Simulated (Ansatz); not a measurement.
# Run report: GeSiH₄Cl₂, single-point calculation

- system: GeSiH₄Cl₂
- method: RKS PBE0-D4/def2-TZVPP (Ansatz 0.2.0)

The geometry is the reactant side of a reaction. The geometry comes from this level: PBE0-D4/def2-TZVP.

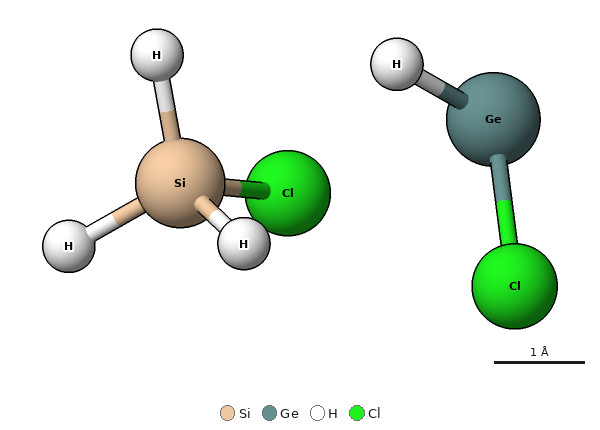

*The structure (ball-and-stick view, seen at a tilt). Sticks mark near contacts.*

Bond lengths as drawn: Cl–Ge 2.21 Å, Cl–Si 2.10 Å, Ge–H 1.61 Å and H–Si 1.47 to 1.48 Å.

### Summary

```tsv
quantity	value
outcome	converged
total energy	−89490.3856 eV
mean-field energy	−89490.1601 eV
dispersion energy	−0.2255 eV
SCF solution under orbital rotations	stable
HOMO	−6.82 eV
LUMO	−1.90 eV
hardware	4 threads of Arm Neoverse V1, 23 GiB of memory available, shared host
wall time	4.1 s (CPU time 16 s)
peak memory	0.82 GiB
```

### The input
```yaml
crystal:
  periodic: [false, false, false]
  atoms:
    - {symbol: Si, position_ang: [-1.258527, 0.070871, 0.102477]}
    - {symbol: Ge, position_ang: [2.341357, 0.378697, 0.208430]}
    - {symbol: H, position_ang: [1.316133, -0.529026, 1.055881]}
    - {symbol: Cl, position_ang: [2.196447, -0.897907, -1.593564]}
    - {symbol: Cl, position_ang: [0.015732, 1.681004, -0.315329]}
    - {symbol: H, position_ang: [-1.294712, -0.083772, 1.570334]}
    - {symbol: H, position_ang: [-2.579039, 0.491364, -0.420779]}
    - {symbol: H, position_ang: [-0.737392, -1.111231, -0.607452]}
basis:
  gaussian: {orbitals: def2-TZVPP}
hamiltonian: {xc: pbe0, dispersion: d4}
output: {orbitals: {seedname: orbitals}}
```

Run as:
```bash
ansatz run in.yaml --threads 4 --pin off --events-out ev --progress --plain --max-ram 9574MiB
```

### Output
```
Functional definition: PBE0
  name "PBE0"
  cite "Adamo & Barone, J. Chem. Phys. 110, 6158 (1999) doi:10.1063/1.478522"
  cite "Perdew, Burke & Ernzerhof, Phys. Rev. Lett. 77, 3865 (1996) doi:10.1103/PhysRevLett.77.3865"
  parent pbe
  parameter a = 0.25
  parameter kappa = 0.804
  parameter beta = 0.06672455060314922
  exchange = (1 - a)*pbe_x(kappa = kappa, mu = beta*pi^2/3) + a*exact_x
  correlation = pbe_c(beta = beta)
1578 factors; their error is unknown
mean field evaluation 1: about -89488.8729 eV, gradient 2.1e1 eV
mean field evaluation 2: about -89488.6299 eV, gradient 2.5e1 eV
mean field evaluation 4: about -89489.8053 eV, gradient 1.0e0 eV
mean field evaluation 8: about -89490.1600 eV, gradient 1.8e-1 eV
mean field evaluation 16: about -89490.1601 eV, gradient 4.7e-5 eV
mean field -89490.16005684 eV, -3288.7027234797 hartree, gradient 4.7e-5 eV, S^2 0.000000; 0 other end points of the search recorded, 0 dependent functions left out
reference -89490.16008867 eV, -3288.7027246495 hartree; 42, 42 occupied and 188, 188 virtual orbitals, 1578 factors
Total energy: -89490.38556815 eV, -3288.7110108674 hartree
```

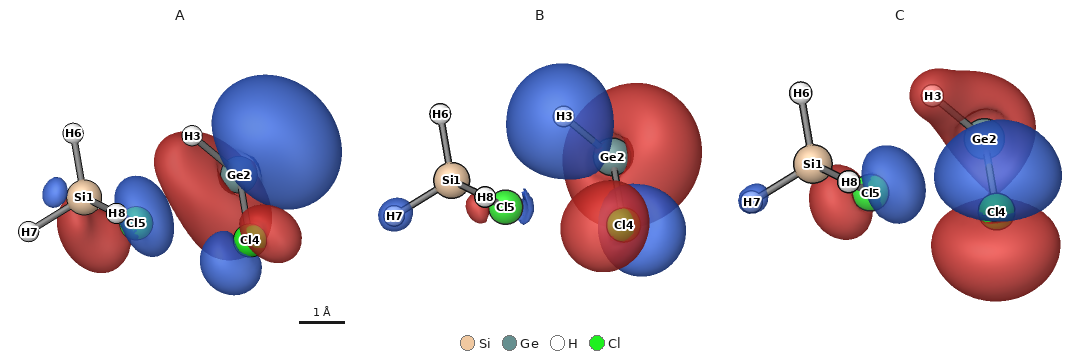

*Three frontier orbitals at ±0.08 Å⁻³ᐟ² (red and blue are the two phases).*

C is the HOMO−1 (−8.69 eV). B is the HOMO (−6.82 eV). It lies mainly on Ge2 (55 %), Cl4 (20 %) and H3 (15 %). A is the LUMO (−1.90 eV). It lies mainly on Ge2 (70 %), Cl5 (15 %) and Cl4 (10 %). The HOMO–LUMO gap is 4.92 eV between the orbital energies.

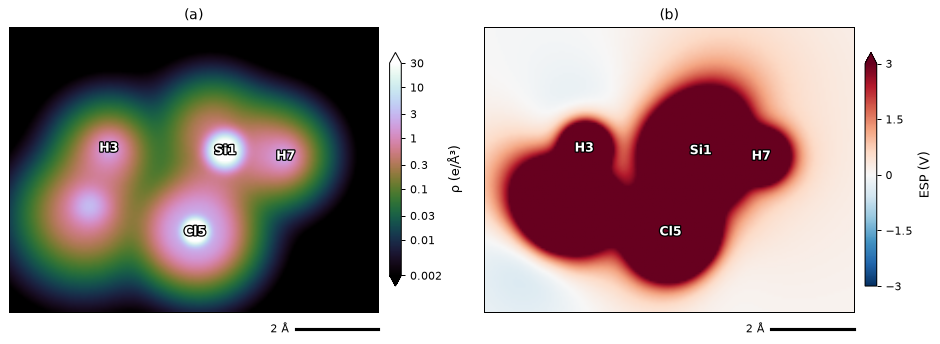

*(a) total electron density; (b) electrostatic potential on the plane of atoms Cl5, Si1 and H7.*

Si–H (1.48 Å): ρ is about 0.84 e/Å³ halfway.

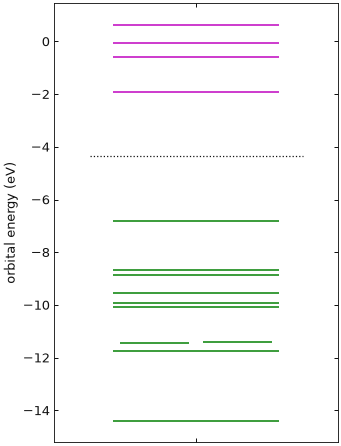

*Orbital energies near the frontier; the dotted line parts filled from empty levels, and levels within 0.02 eV of each other stand side by side.*

Highest filled −6.82 eV, lowest empty −1.90 eV, 4.92 eV apart.
